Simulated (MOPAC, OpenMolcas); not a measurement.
## CH4F2Si (SMILES C[SiH](F)F): methods side by side

CH4F2Si has 8 atoms, charge 0, and is taken as a singlet. SMILES: `C[SiH](F)F`. The shape is that of a PBE0-D4/def2-TZVP optimisation.

```tsv
atom	x (Å)	y (Å)	z (Å)
C	-0.3871	0.8817	-0.1747
Si	0.3293	-0.7752	0.1806
F	1.9163	-0.6783	0.2267
F	-0.0354	-1.7839	-0.9940
H	-0.0134	1.2690	-1.1254
H	-0.1227	1.5910	0.6133
H	-1.4768	0.8244	-0.2314
H	-0.1181	-1.3857	1.4490
```

Each level gives the HOMO–LUMO gap (eV). The values are calculated.

```
         level            kind     program  value (eV)   CPU time
           PM3  semi-empirical       MOPAC       11.51  under 2 s
           PM6  semi-empirical       MOPAC       11.42  under 2 s
    HF/cc-pVDZ    Hartree–Fock  OpenMolcas       17.74      9.8 s
 SVWN5/cc-pVDZ             LDA  OpenMolcas        8.20       30 s
  BLYP/cc-pVDZ             GGA  OpenMolcas        8.41       40 s
  TPSS/cc-pVDZ        meta-GGA  OpenMolcas        8.77       53 s
  PBE0/cc-pVDZ   global hybrid  OpenMolcas       10.84       36 s
B2PLYP/cc-pVDZ   double hybrid  OpenMolcas       13.52       26 s
```

The values span 8.20 to 17.74 eV. Orbital gaps aren't excitation energies, and those of double hybrids come from the SCF part alone; they tend to grow with the share of exact exchange. Times are those of the runs behind each value, whatever else they computed, on shared processors of several kinds: orders of magnitude only.

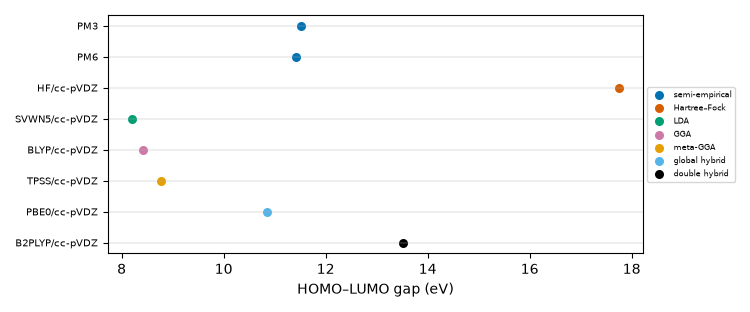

The values of the table, level by level.
